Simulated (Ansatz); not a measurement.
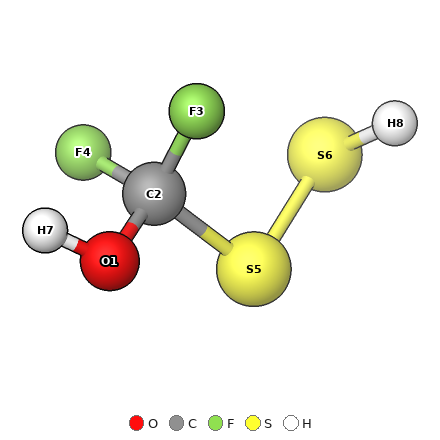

The system is CH2F2OS2, SMILES OC(F)(F)SS; the picture shows the reference structure. 
- The first coordinate is: dihedral O1–C2–S5–S6; the second: dihedral C2–S5–S6–H8.
- Nothing is relaxed (all other coordinates rigid).
- The grid has 12 × 12 points.
- Points are written as (first, second).
- All energies are given in kcal/mol relative to the lowest grid point.
- Method: Ansatz 0.2.0, RKS PBE-D4/def2-SVP.

Its coordinates:

```yaml
atoms:
  - { symbol: O, position_ang: [1.6887, -0.1342, -0.7865] }
  - { symbol: C, position_ang: [0.4630, -0.3336, -0.2398] }
  - { symbol: F, position_ang: [0.5274, -0.5458, 1.1089] }
  - { symbol: F, position_ang: [-0.1292, -1.4537, -0.7469] }
  - { symbol: S, position_ang: [-0.4969, 1.2018, -0.6264] }
  - { symbol: S, position_ang: [-2.2507, 0.8489, 0.4263] }
  - { symbol: H, position_ang: [2.1426, -1.0019, -0.8235] }
  - { symbol: H, position_ang: [-1.8527, 1.3615, 1.6323] }
```

Range: dihedral O1–C2–S5–S6 from −180 to 150°; dihedral C2–S5–S6–H8 from −180 to 150°.

Q: What will the energy surface look like?

A: The lowest grid point is at (−180°, 90°). Higher local minima lie near (−180°, −90°) (0.15 kcal/mol above the lowest at that grid point); (60°, −90°) (1.3 kcal/mol above the lowest at that grid point); (60°, 90°) (1.6 kcal/mol above the lowest at that grid point). The highest grid point, (0°, 0°), lies 16.4 kcal/mol above the lowest. On the interpolated surface the easiest way out of the lowest well to the well at (−60°, 90°) passes a barrier of about 3.2 kcal/mol. Round the minimum the two coordinates are weakly coupled (coupling 0.07 in units of the two stiffnesses).

| dihedral C2–S5–S6–H8 ↓, dihedral O1–C2–S5–S6 → | −180 | −150 | −120 | −90 | −60 | −30 | 0 | 30 | 60 | 90 | 120 | 150 |
| --- | --- | --- | --- | --- | --- | --- | --- | --- | --- | --- | --- | --- |
| 150 | 7.1 | 7.8 | 9.3 | 10.0 | 10.3 | 11.0 | 10.7 | 8.7 | 8.4 | 9.8 | 10.0 | 8.3 |
| 120 | 2.4 | 3.4 | 5.2 | 5.4 | 5.5 | 6.9 | 7.6 | 5.0 | 3.7 | 5.1 | 5.7 | 3.8 |
| 90 | 0.0 | 0.9 | 2.9 | 2.9 | 2.5 | 4.1 | 5.7 | 3.6 | 1.6 | 2.7 | 3.7 | 1.8 |
| 60 | 1.6 | 2.5 | 4.6 | 4.5 | 3.8 | 5.3 | 7.2 | 5.7 | 3.6 | 4.6 | 5.7 | 3.8 |
| 30 | 6.3 | 7.1 | 9.5 | 9.6 | 8.7 | 10.5 | 12.3 | 10.4 | 8.5 | 9.6 | 10.7 | 8.8 |
| 0 | 9.7 | 10.3 | 13.0 | 12.8 | 12.4 | 13.8 | 16.4 | 13.1 | 11.5 | 12.7 | 14.0 | 11.5 |
| −30 | 6.4 | 7.7 | 9.8 | 9.8 | 9.5 | 10.9 | 12.3 | 9.7 | 7.6 | 9.4 | 10.5 | 8.3 |
| −60 | 1.8 | 2.9 | 4.9 | 4.9 | 4.7 | 6.3 | 7.1 | 4.5 | 2.7 | 4.3 | 5.5 | 3.6 |
| −90 | 0.2 | 0.9 | 2.8 | 3.0 | 2.8 | 4.4 | 5.6 | 3.2 | 1.3 | 2.6 | 3.8 | 2.0 |
| −120 | 2.5 | 2.9 | 4.8 | 5.2 | 4.9 | 6.0 | 7.5 | 6.0 | 4.1 | 5.0 | 6.1 | 4.6 |
| −150 | 7.2 | 7.2 | 8.9 | 9.8 | 9.6 | 9.9 | 10.7 | 10.0 | 9.0 | 9.7 | 10.4 | 9.1 |
| −180 | 9.7 | 9.8 | 11.3 | 12.4 | 12.5 | 12.5 | 12.3 | 11.4 | 11.3 | 12.3 | 12.5 | 11.1 |

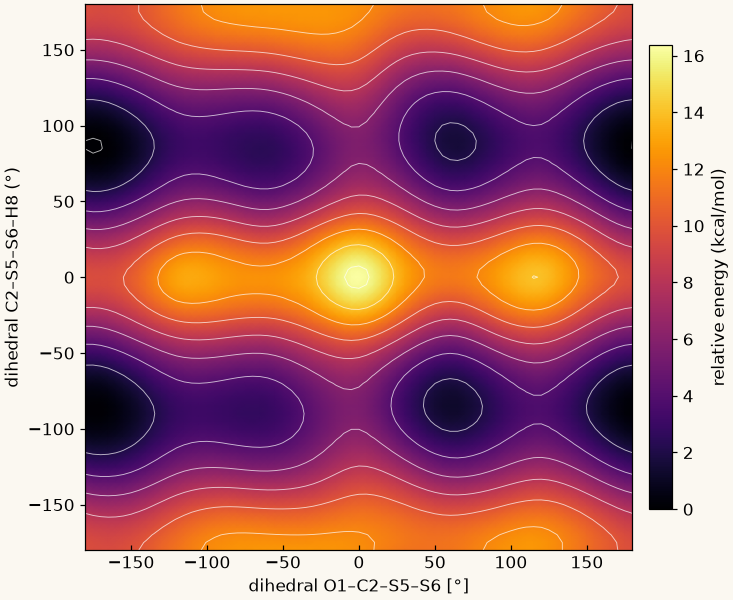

In the figure: a smooth colour map with a few white contour lines. Between grid points the surface is interpolated.

Each point was launched as `ansatz run input.yaml --threads 1 --pin off --max-ram 2560MiB --backend cpu --events-out ev --progress --plain --runs-dir out`. The whole map (144 points run) took 9.4 min on 1 thread of Arm Neoverse V1 (shared host).
